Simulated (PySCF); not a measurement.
SMILES N#CC[CH2][GeH3] (C3H7GeN) at its GFN2-xTB optimised geometry (Å):

```
12

N      2.1025    -0.6681     0.0027
C      0.9598    -0.7029     0.0000
C     -0.4797    -0.7029     0.0000
C     -1.0117     0.7341     0.0000
Ge    -0.4517     1.7577    -1.5991
H     -0.8281    -1.2501     0.8824
H     -0.8214    -1.2352    -0.8936
H     -0.6649     1.2501     0.8975
H     -2.1025     0.7069     0.0493
H      1.0270     1.8986    -1.6860
H     -1.0635     3.1203    -1.5700
H     -0.9306     1.0652    -2.8358
```

Method: B3LYP/def2-TZVP in PySCF 2.14.0. Cells within 0.4 Å of a nucleus heavier than hydrogen are left out (blank, or x).

Map of the deformation density (molecule minus spherical neutral atoms) (e/bohr³), clipped to [-0.15, 0.15] on the plane z = 0.0 Å:

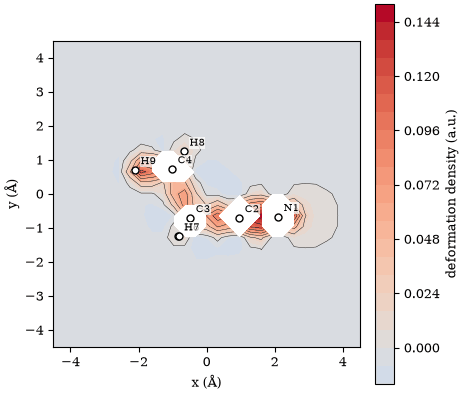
Deformation density (molecule minus spherical neutral atoms) (e/bohr³), clipped to [-0.15, 0.15] on the plane z = 0.0 Å.
